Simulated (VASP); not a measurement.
Band structure of Cd2TeSe (space group R3m). Method: LDA (Ceperley-Alder, Perdew-Zunger), VASP's LDA PAW potentials (set 64) (plane waves; VASP).

Unless said otherwise, spin-orbit coupling is left out, though it shifts the bands of the heavy elements here.

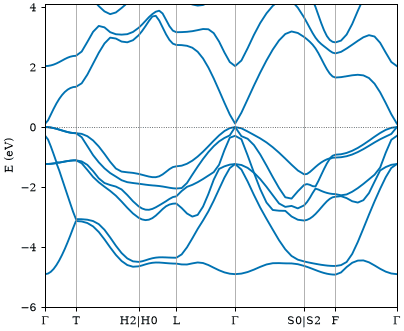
Figure. Bands along high-symmetry lines, zero at the valence-band maximum or, without a gap, the Fermi level

Task: Read the plot: is there a gap, and where are the band edges?

Result: The gap is direct, 0.11 eV, from the valence maximum at Γ to the conduction minimum at Γ. (Edges off the drawn lines would not show.)

The structure comes from a computed database's Cd2TeSe entry (R3m); how it stands against other phases isn't given here. It was relaxed first, which changed the volume by -7 %.
